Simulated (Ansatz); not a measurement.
# Preparing CaZnC2O6 (R-3) as a host crystal, part 3 of 4

Before any defect goes in: CaZnC2O6 (R-3) at rest, and how it screens a charge.

Ansatz 0.2.0; plane-wave PAW DFT, PBEsol; relaxation of the host's cell and atoms (the session's first sound run).

So far. Step 3 (Dielectric tensors of the host): The principal values of the electronic dielectric tensor are 2.61, 3.38 and 3.38. The principal values of the static dielectric tensor are 8.61, 10.54 and 10.54.

## Step 4: Defect free supercell relaxed from its symmetric sites

This step: plane-wave PAW DFT, PBEsol; relaxation of the defect-free supercell from its symmetric sites (Ansatz 0.2.0).

System of this step: CaZnC2O6 (R-3). The cell holds 80 atoms: 8 Ca, 8 Zn, 16 C and 48 O. Its edges and angles: a = 11.991 Å, b = 11.991 Å, c = 11.991 Å, α = 47.3°, β = 47.3°, γ = 47.3°.

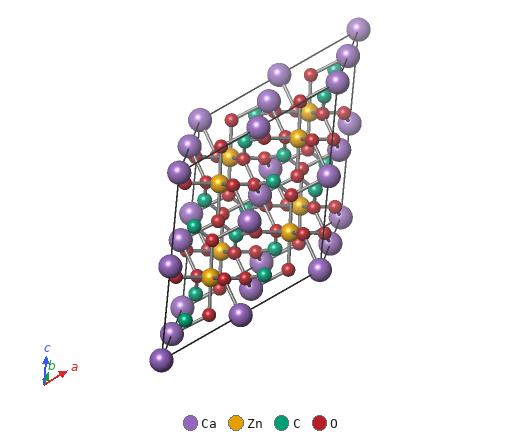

The cell of this step (calcium purple, zinc orange, carbon teal, oxygen red). Bonds to atoms that aren't drawn are left out. Some periodic images of atoms are drawn too.

Input file pristine.symmetric/input.yaml:

```yaml
crystal:
  lattice:
    - [4.8097032692, 2.7768834447, 10.6271025705]
    - [-4.8097032692, 2.7768834447, 10.6271025705]
    - [0.0, -5.553766987, 10.627102545]
  atoms:
    - { symbol: Ca, position: [0.0, 0.0, 0.0] }
    - { symbol: Zn, position: [0.25, 0.25, 0.25] }
    - { symbol: C, position: [0.3788620824, 0.3788620824, 0.3788620824] }
    - { symbol: C, position: [0.1211379176, 0.1211379176, 0.1211379176] }
    - { symbol: O, position: [0.365255681, 0.0181924062, 0.250960244] }
    - { symbol: O, position: [0.250960244, 0.365255681, 0.0181924062] }
    - { symbol: O, position: [0.0181924062, 0.250960244, 0.365255681] }
    - { symbol: O, position: [0.134744319, 0.4818075938, 0.249039756] }
    - { symbol: O, position: [0.249039756, 0.134744319, 0.4818075938] }
    - { symbol: O, position: [0.4818075938, 0.249039756, 0.134744319] }
    - { symbol: Ca, position: [0.0, 0.0, 0.5] }
    - { symbol: Zn, position: [0.25, 0.25, 0.75] }
    - { symbol: C, position: [0.3788620824, 0.3788620824, 0.8788620824] }
    - { symbol: C, position: [0.1211379176, 0.1211379176, 0.6211379176] }
    - { symbol: O, position: [0.365255681, 0.0181924062, 0.750960244] }
    - { symbol: O, position: [0.250960244, 0.365255681, 0.5181924061] }
    - { symbol: O, position: [0.0181924062, 0.250960244, 0.865255681] }
    - { symbol: O, position: [0.134744319, 0.4818075938, 0.749039756] }
    - { symbol: O, position: [0.249039756, 0.134744319, 0.9818075938] }
    - { symbol: O, position: [0.4818075938, 0.249039756, 0.634744319] }
    - { symbol: Ca, position: [0.0, 0.5, 0.0] }
    - { symbol: Zn, position: [0.25, 0.75, 0.25] }
    - { symbol: C, position: [0.3788620824, 0.8788620824, 0.3788620824] }
    - { symbol: C, position: [0.1211379176, 0.6211379176, 0.1211379176] }
    - { symbol: O, position: [0.365255681, 0.5181924061, 0.250960244] }
    - { symbol: O, position: [0.250960244, 0.865255681, 0.0181924062] }
    - { symbol: O, position: [0.0181924062, 0.750960244, 0.365255681] }
    - { symbol: O, position: [0.134744319, 0.9818075938, 0.249039756] }
    - { symbol: O, position: [0.249039756, 0.634744319, 0.4818075938] }
    - { symbol: O, position: [0.4818075938, 0.749039756, 0.134744319] }
    - { symbol: Ca, position: [0.0, 0.5, 0.5] }
    - { symbol: Zn, position: [0.25, 0.75, 0.75] }
    - { symbol: C, position: [0.3788620824, 0.8788620824, 0.8788620824] }
    - { symbol: C, position: [0.1211379176, 0.6211379176, 0.6211379176] }
    - { symbol: O, position: [0.365255681, 0.5181924061, 0.750960244] }
    - { symbol: O, position: [0.250960244, 0.865255681, 0.5181924061] }
    - { symbol: O, position: [0.0181924062, 0.750960244, 0.865255681] }
    - { symbol: O, position: [0.134744319, 0.9818075938, 0.749039756] }
    - { symbol: O, position: [0.249039756, 0.634744319, 0.9818075938] }
    - { symbol: O, position: [0.4818075938, 0.749039756, 0.634744319] }
    - { symbol: Ca, position: [0.5, 0.0, 0.0] }
    - { symbol: Zn, position: [0.75, 0.25, 0.25] }
    - { symbol: C, position: [0.8788620824, 0.3788620824, 0.3788620824] }
    - { symbol: C, position: [0.6211379176, 0.1211379176, 0.1211379176] }
    - { symbol: O, position: [0.865255681, 0.0181924062, 0.250960244] }
    - { symbol: O, position: [0.750960244, 0.365255681, 0.0181924062] }
    - { symbol: O, position: [0.5181924061, 0.250960244, 0.365255681] }
    - { symbol: O, position: [0.634744319, 0.4818075938, 0.249039756] }
    - { symbol: O, position: [0.749039756, 0.134744319, 0.4818075938] }
    - { symbol: O, position: [0.9818075938, 0.249039756, 0.134744319] }
    - { symbol: Ca, position: [0.5, 0.0, 0.5] }
    - { symbol: Zn, position: [0.75, 0.25, 0.75] }
    - { symbol: C, position: [0.8788620824, 0.3788620824, 0.8788620824] }
    - { symbol: C, position: [0.6211379176, 0.1211379176, 0.6211379176] }
    - { symbol: O, position: [0.865255681, 0.0181924062, 0.750960244] }
    - { symbol: O, position: [0.750960244, 0.365255681, 0.5181924061] }
    - { symbol: O, position: [0.5181924061, 0.250960244, 0.865255681] }
    - { symbol: O, position: [0.634744319, 0.4818075938, 0.749039756] }
    - { symbol: O, position: [0.749039756, 0.134744319, 0.9818075938] }
    - { symbol: O, position: [0.9818075938, 0.249039756, 0.634744319] }
    - { symbol: Ca, position: [0.5, 0.5, 0.0] }
    - { symbol: Zn, position: [0.75, 0.75, 0.25] }
    - { symbol: C, position: [0.8788620824, 0.8788620824, 0.3788620824] }
    - { symbol: C, position: [0.6211379176, 0.6211379176, 0.1211379176] }
    - { symbol: O, position: [0.865255681, 0.5181924061, 0.250960244] }
    - { symbol: O, position: [0.750960244, 0.865255681, 0.0181924062] }
    - { symbol: O, position: [0.5181924061, 0.750960244, 0.365255681] }
    - { symbol: O, position: [0.634744319, 0.9818075938, 0.249039756] }
    - { symbol: O, position: [0.749039756, 0.634744319, 0.4818075938] }
    - { symbol: O, position: [0.9818075938, 0.749039756, 0.134744319] }
    - { symbol: Ca, position: [0.5, 0.5, 0.5] }
    - { symbol: Zn, position: [0.75, 0.75, 0.75] }
    - { symbol: C, position: [0.8788620824, 0.8788620824, 0.8788620824] }
    - { symbol: C, position: [0.6211379176, 0.6211379176, 0.6211379176] }
    - { symbol: O, position: [0.865255681, 0.5181924061, 0.750960244] }
    - { symbol: O, position: [0.750960244, 0.865255681, 0.5181924061] }
    - { symbol: O, position: [0.5181924061, 0.750960244, 0.865255681] }
    - { symbol: O, position: [0.634744319, 0.9818075938, 0.749039756] }
    - { symbol: O, position: [0.749039756, 0.634744319, 0.9818075938] }
    - { symbol: O, position: [0.9818075938, 0.749039756, 0.634744319] }
basis:
  ecutwfc: 420
  xc_grid: 2
hamiltonian:
  xc: pbesol
kpoints:
  mp_grid: { grid: [1, 1, 1], shift: [0.25, 0.25, 0.25] }
scf:
  occupations: { method: fermi_dirac, width: 0.01 }
  max_iter: 80
output:
  forces: true
relax:
  f_tol: 0.01
  max_steps: 60
  escape_saddle: false
checkpoint:
  write: "../pristine.symmetric.run"
  compress: false
  write_wavefunctions: false
  write_every: 100000
```

The run is started by

```
ansatz run input.yaml --threads 4 --pin off --max-ram 7536MiB --backend cpu --events-out ev --progress --plain --runs-dir out
```

Numbers of over 12 decimals in the logs are rounded to 6 here.

The program printed:

```text
[...]
Crystal: 80 atoms, lattice volume = 851.613 Å³
Basis set: ecut = 420 eV, 16631 PW (Γ), exchange–correlation on 162×162×162 points (8 copies of the dense FFT grid, shifted against one another)
Bands: 344, of which v1, the nominal top of the filled ones, is band 264 counted from 1 (263 counted from 0)
Symmetry: 48 space group operations
[...]
k-points: 1
[...]
SCF iter   1: F=—  HF=-71495.009446 eV  |F-HF|=—  |Δ(HF+E_count)|=         —  Δρ=1.18e-2  dr2=8.58e-1  ethr=1.77e-3  ⟨swp⟩=6.0  Hψ=1447  notcnv=0  defer=38
[...]
SCF iter   7: F=-71494.764608 eV  HF=-71494.764608 eV  |F-HF|=4.65e-7  |Δ(HF+E_count)|=   1.57e-5  Δρ=8.69e-6  dr2=5.10e-7  ethr=4.73e-10  ⟨swp⟩=4.0  Hψ=1060  notcnv=0
SCF 1 converged in 7 iterations: F = -71494.764608 eV  dr2 = 5.10e-7
[...]
relax step   1: F+E_penalty+E_count = -71494.76460822 eV  Δ(F+E_penalty+E_count) = +0.000e0 eV  max|allowed force component| = 6.317e-3 eV/Å  Δτ_max = 0.0000 Å  (7 SCF iters, dr2 threshold 2.50e-6 eV, accepted)
[...]
SCF iter   3: F=-71494.764608 eV  HF=-71494.764608 eV  |F-HF|=4.39e-8  |Δ(HF+E_count)|=   2.47e-7  Δρ=2.63e-6  dr2=5.66e-8  ethr=1.89e-11  ⟨swp⟩=4.0  Hψ=956  notcnv=0
SCF 2 converged in 3 iterations: F = -71494.764608 eV  dr2 = 5.66e-8
relax step   2: F+E_penalty+E_count = -71494.76460838 eV  Δ(F+E_penalty+E_count) = -1.609e-7 eV  max|allowed force component| = 6.342e-3 eV/Å  Δτ_max = 0.0000 Å  (3 SCF iters, accepted)
SCF converged after 3 iterations
Free energy (F): -71494.764608 eV
[...]
Internal energy: -71494.764608 eV  (E = F + TS)
E sigma→0 (E₀):  -71494.764608 eV
Fermi energy:    7.646305 eV
[...]
--- Forces (eV/Å), atoms counted from 1 ---
  atom   1  Ca    -0.00000000     0.00000000     0.00000000
  atom   2  Zn    -0.00000000     0.00000000     0.00000000
  atom   3  C      0.00000000    -0.00000000     0.00436725
  atom   4  C      0.00000000     0.00000000    -0.00436725
  atom   5  O      0.00027290    -0.00634158    -0.00389747
  atom   6  O      0.00535553     0.00340713    -0.00389747
  atom   7  O     -0.00562842     0.00293446    -0.00389747
  atom   8  O     -0.00027290     0.00634158     0.00389747
  atom   9  O     -0.00535553    -0.00340713     0.00389747
  atom  10  O      0.00562842    -0.00293446     0.00389747
  atom  11  Ca     0.00000000     0.00000000     0.00000000
  atom  12  Zn     0.00000000     0.00000000    -0.00000000
  atom  13  C      0.00000000    -0.00000000     0.00436725
  atom  14  C     -0.00000000     0.00000000    -0.00436725
  atom  15  O      0.00027290    -0.00634158    -0.00389747
  atom  16  O      0.00535553     0.00340713    -0.00389747
  atom  17  O     -0.00562842     0.00293446    -0.00389747
  atom  18  O     -0.00027290     0.00634158     0.00389747
  atom  19  O     -0.00535553    -0.00340713     0.00389747
  atom  20  O      0.00562842    -0.00293446     0.00389747
  atom  21  Ca     0.00000000     0.00000000    -0.00000000
  atom  22  Zn     0.00000000     0.00000000     0.00000000
  atom  23  C     -0.00000000    -0.00000000     0.00436725
  atom  24  C      0.00000000     0.00000000    -0.00436725
  atom  25  O      0.00027290    -0.00634158    -0.00389747
  atom  26  O      0.00535553     0.00340713    -0.00389747
  atom  27  O     -0.00562842     0.00293446    -0.00389747
  atom  28  O     -0.00027290     0.00634158     0.00389747
  atom  29  O     -0.00535553    -0.00340713     0.00389747
  atom  30  O      0.00562842    -0.00293446     0.00389747
  atom  31  Ca    -0.00000000     0.00000000    -0.00000000
  atom  32  Zn    -0.00000000     0.00000000    -0.00000000
  atom  33  C     -0.00000000    -0.00000000     0.00436725
  atom  34  C      0.00000000     0.00000000    -0.00436725
  atom  35  O      0.00027290    -0.00634158    -0.00389747
  atom  36  O      0.00535553     0.00340713    -0.00389747
  atom  37  O     -0.00562842     0.00293446    -0.00389747
  atom  38  O     -0.00027290     0.00634158     0.00389747
  atom  39  O     -0.00535553    -0.00340713     0.00389747
  atom  40  O      0.00562842    -0.00293446     0.00389747
[...]
atom  69  O     -0.00535553    -0.00340713     0.00389747
  atom  70  O      0.00562842    -0.00293446     0.00389747
  atom  71  Ca    -0.00000000    -0.00000000     0.00000000
  atom  72  Zn     0.00000000    -0.00000000    -0.00000000
  atom  73  C     -0.00000000    -0.00000000     0.00436725
  atom  74  C      0.00000000     0.00000000    -0.00436725
  atom  75  O      0.00027290    -0.00634158    -0.00389747
  atom  76  O      0.00535553     0.00340713    -0.00389747
  atom  77  O     -0.00562842     0.00293446    -0.00389747
  atom  78  O     -0.00027290     0.00634158     0.00389747
  atom  79  O     -0.00535553    -0.00340713     0.00389747
  atom  80  O      0.00562842    -0.00293446     0.00389747
  max |Σ_I F_I| component: 1.86e-17 eV/Å
--- Relaxed structure (2 steps of the walk, 2 accepted, 0 SCFs on fresh bases) ---
  F+E_penalty+E_count = -71494.76460838 eV   max|allowed force component| = 6.342e-3 eV/Å
  atoms:
    - { symbol: Ca, position: [1.344410693720467e-18, 1.344410693720467e-18, 1.3444106937204666e-18] }
    - { symbol: Zn, position: [0.25, 0.25, 0.25] }
    - { symbol: C, position: [0.3788620824, 0.3788620824, 0.3788620824] }
    - { symbol: C, position: [0.121138, 0.121138, 0.1211379176] }
    - { symbol: O, position: [0.365256, 0.018192, 0.250960] }
    - { symbol: O, position: [0.250960, 0.365256, 0.018192] }
    - { symbol: O, position: [0.018192, 0.250960, 0.365256] }
    - { symbol: O, position: [0.134744, 0.481808, 0.249039756] }
    - { symbol: O, position: [0.249039756, 0.134744319, 0.481808] }
    - { symbol: O, position: [0.481808, 0.249039756, 0.134744] }
    - { symbol: Ca, position: [2.7755575615628914e-17, 2.7755575615628914e-17, 0.5] }
    - { symbol: Zn, position: [0.250000, 0.250000, 0.75] }
    - { symbol: C, position: [0.378862, 0.378862, 0.878862] }
    - { symbol: C, position: [0.121138, 0.121138, 0.6211379176] }
    - { symbol: O, position: [0.365256, 0.018192, 0.750960244] }
    - { symbol: O, position: [0.250960, 0.365256, 0.518192] }
    - { symbol: O, position: [0.018192, 0.250960, 0.865256] }
    - { symbol: O, position: [0.134744319, 0.481808, 0.749039756] }
    - { symbol: O, position: [0.249040, 0.134744, 0.981808] }
    - { symbol: O, position: [0.481808, 0.249039756, 0.634744319] }
    - { symbol: Ca, position: [0.0, 0.5, -2.7755575615628914e-17] }
    - { symbol: Zn, position: [0.25, 0.75, 0.250000] }
    - { symbol: C, position: [0.378862, 0.878862, 0.378862] }
    - { symbol: C, position: [0.121138, 0.6211379176, 0.1211379176] }
    - { symbol: O, position: [0.365256, 0.518192, 0.250960] }
    - { symbol: O, position: [0.250960, 0.865256, 0.018192] }
    - { symbol: O, position: [0.018192, 0.750960244, 0.365256] }
    - { symbol: O, position: [0.134744319, 0.981808, 0.249040] }
    - { symbol: O, position: [0.249040, 0.634744319, 0.481808] }
    - { symbol: O, position: [0.481808, 0.749039756, 0.134744] }
    - { symbol: Ca, position: [0.0, 0.5, 0.5] }
    - { symbol: Zn, position: [0.250000, 0.750000, 0.75] }
    - { symbol: C, position: [0.378862, 0.8788620824, 0.8788620824] }
    - { symbol: C, position: [0.121138, 0.6211379176, 0.6211379176] }
    - { symbol: O, position: [0.365256, 0.518192, 0.750960244] }
    - { symbol: O, position: [0.250960, 0.865256, 0.518192] }
    - { symbol: O, position: [0.018192, 0.750960244, 0.865255681] }
    - { symbol: O, position: [0.134744319, 0.981808, 0.749039756] }
    - { symbol: O, position: [0.249040, 0.634744, 0.981808] }
    - { symbol: O, position: [0.481808, 0.749040, 0.634744] }
    - { symbol: Ca, position: [0.5, 0.0, -2.7755575615628914e-17] }
    - { symbol: Zn, position: [0.75, 0.25, 0.250000] }
    - { symbol: C, position: [0.878862, 0.378862, 0.378862] }
    - { symbol: C, position: [0.6211379176, 0.121138, 0.1211379176] }
    - { symbol: O, position: [0.865255681, 0.018192, 0.250960] }
    - { symbol: O, position: [0.750960244, 0.365256, 0.018192] }
    - { symbol: O, position: [0.518192, 0.250960, 0.365256] }
    - { symbol: O, position: [0.634744319, 0.481808, 0.249040] }
    - { symbol: O, position: [0.749039756, 0.134744, 0.481808] }
    - { symbol: O, position: [0.981808, 0.249039756, 0.134744] }
    - { symbol: Ca, position: [0.5, 0.0, 0.5] }
    - { symbol: Zn, position: [0.750000, 0.250000, 0.75] }
    - { symbol: C, position: [0.8788620824, 0.378862, 0.8788620824] }
    - { symbol: C, position: [0.6211379176, 0.121138, 0.6211379176] }
    - { symbol: O, position: [0.865255681, 0.018192, 0.750960244] }
    - { symbol: O, position: [0.750960244, 0.365256, 0.518192] }
    - { symbol: O, position: [0.518192, 0.250960, 0.865255681] }
    - { symbol: O, position: [0.634744319, 0.481808, 0.749040] }
    - { symbol: O, position: [0.749039756, 0.134744, 0.981808] }
    - { symbol: O, position: [0.981808, 0.249040, 0.634744319] }
    - { symbol: Ca, position: [0.5, 0.5, -5.551115123125783e-17] }
    - { symbol: Zn, position: [0.750000, 0.750000, 0.250000] }
    - { symbol: C, position: [0.878862, 0.878862, 0.378862] }
    - { symbol: C, position: [0.6211379176, 0.6211379176, 0.121138] }
    - { symbol: O, position: [0.865255681, 0.518192, 0.250960] }
    - { symbol: O, position: [0.750960, 0.865256, 0.018192] }
    - { symbol: O, position: [0.518192, 0.750960, 0.365256] }
    - { symbol: O, position: [0.634744319, 0.981808, 0.249040] }
    - { symbol: O, position: [0.749039756, 0.634744319, 0.481808] }
    - { symbol: O, position: [0.981808, 0.749039756, 0.134744] }
    - { symbol: Ca, position: [0.5, 0.5, 0.5] }
    - { symbol: Zn, position: [0.750000, 0.750000, 0.75] }
    - { symbol: C, position: [0.8788620824, 0.8788620824, 0.878862] }
    - { symbol: C, position: [0.6211379176, 0.6211379176, 0.6211379176] }
    - { symbol: O, position: [0.865255681, 0.518192, 0.750960] }
    - { symbol: O, position: [0.750960244, 0.865255681, 0.518192] }
    - { symbol: O, position: [0.518192, 0.750960244, 0.865255681] }
    - { symbol: O, position: [0.634744319, 0.981808, 0.749040] }
    - { symbol: O, position: [0.749040, 0.634744319, 0.981808] }
    - { symbol: O, position: [0.981808, 0.749040, 0.634744] }
```

Elapsed: 9.1 s, on 4 threads of Arm Neoverse V2, shared host; peak memory 1.8 GiB.

No atom moved by 0.005 Å in the relaxation.

(Continued in part 4 of 4.)

[Logs are printed without paths, hosts, clocks, repeated set-up lines and the standing remarks that a program may print on its own settings, such as how far it seeks lower states.]

[Hosts, paths, dates, database ids (printed as entryN), source tags and the programs' standing remarks are cut or masked in the printed files.]

[Runs of the host that timed out are not shown.]

[For some hosts the program warned that the k-mesh of the response run may be too coarse for force constants and the static dielectric constant; such warnings are not always shown.]
